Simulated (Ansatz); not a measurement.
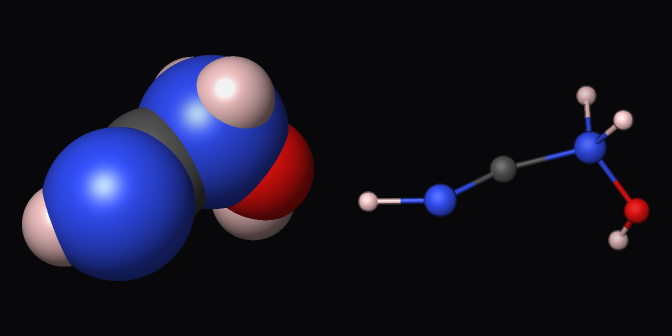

Both panels show the same species. Colours: oxygen red, silicon blue, carbon dark grey, hydrogen pink.

Description:

Formula CH₄OSi₂. SMILES: `O[SiH2]C#[SiH]`. It has no ring. Among its groups: Si–H bond, Si–O bond. The point group is C1. Coordination: 1 O bent; 1 Si tetrahedral; 1 C bent; 1 Si bent.

The parts below concern this one geometry. Atoms keep their numbers from picture to picture. The geometry was computed by an optimisation with PBE0-D4/def2-TZVP. No frequency run is at hand to confirm it as a minimum.

**Shape**

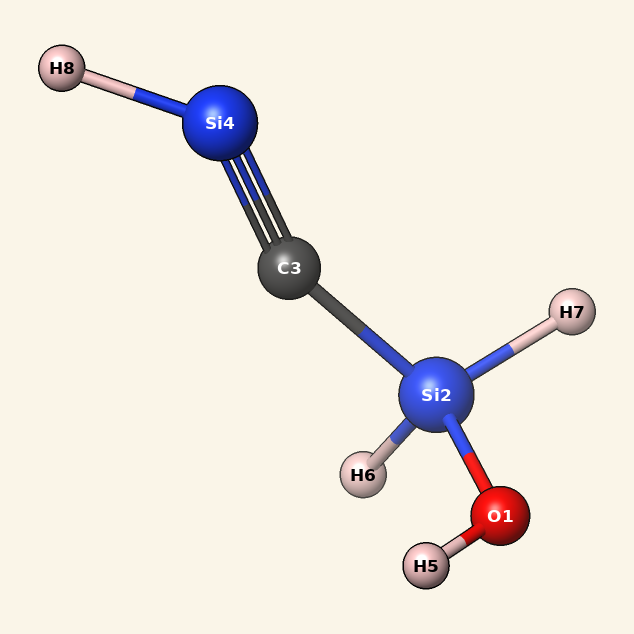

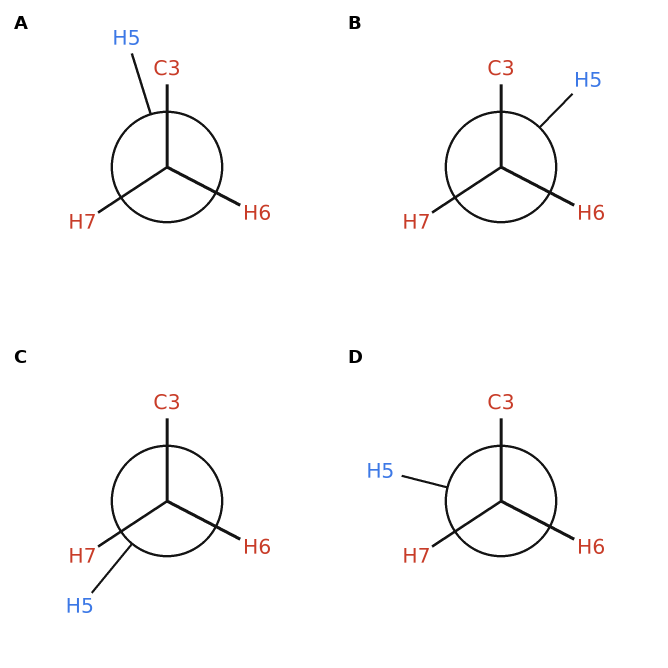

Atoms fade into the background with distance from the viewer. Bonds that would overlap in a projection are set slightly apart. No frequency run is at hand to confirm it as a minimum.

> Which Newman projection shows the view along Si2–O1, with Si2 in front?

B. The torsion angle C3–Si2–O1–H5 is 44°, synclinal (gauche).

**Dipole moment**

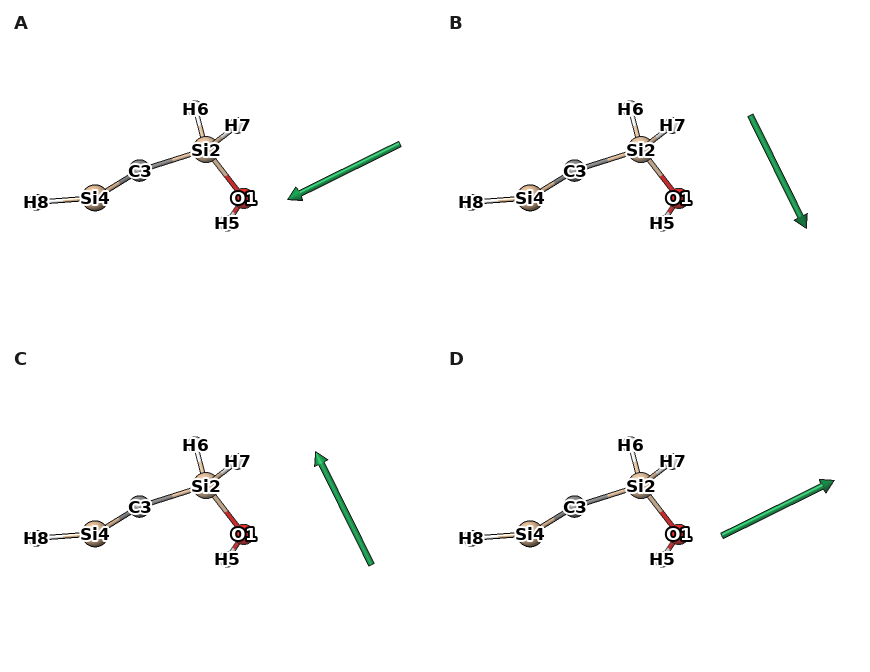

The same molecule four times, each with an arrow. No frequency run is at hand to confirm it as a minimum. Method: RKS PBE0-D4/def2-TZVP (Ansatz 0.2.0).

> Which arrow points along the dipole moment, from the negative to the positive end?

A. The dipole moment is 2.89 D; it points from the side of H7 to the side of H8 (the outermost atoms at the two ends).

**Electronic properties**

No frequency run is at hand to confirm it as a minimum. Level of theory: RHF-CCSD(T), frozen core/def2-TZVPP (Ansatz 0.2.0).

> Give the T1 diagnostic at this level.

0.036.

**Charges**

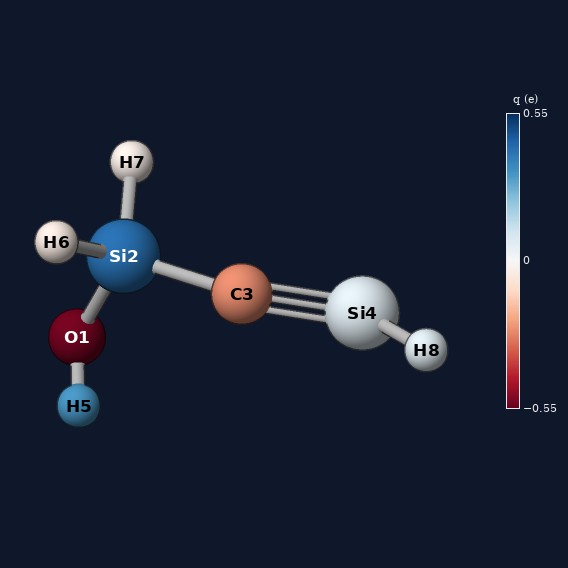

Atoms are coloured by their Mulliken charges. No frequency run is at hand to confirm it as a minimum. Method: RKS PBE0-D4/def2-TZVP (Ansatz 0.2.0).

> Which atom carries the highest charge (most positive or least negative)?

Si2 (0.41 e).

> And the lowest?

O1 (−0.52 e).

Give the Mulliken charges atom by atom.

```json
{"atom": "O1", "value (e)": "−0.52"}
{"atom": "Si2", "value (e)": "0.41"}
{"atom": "C3", "value (e)": "−0.25"}
{"atom": "Si4", "value (e)": "0.06"}
{"atom": "H5", "value (e)": "0.32"}
{"atom": "H6", "value (e)": "−0.05"}
{"atom": "H7", "value (e)": "−0.03"}
{"atom": "H8", "value (e)": "0.06"}
```

Mulliken values depend strongly on the basis set and can even reverse the polarity of a bond.
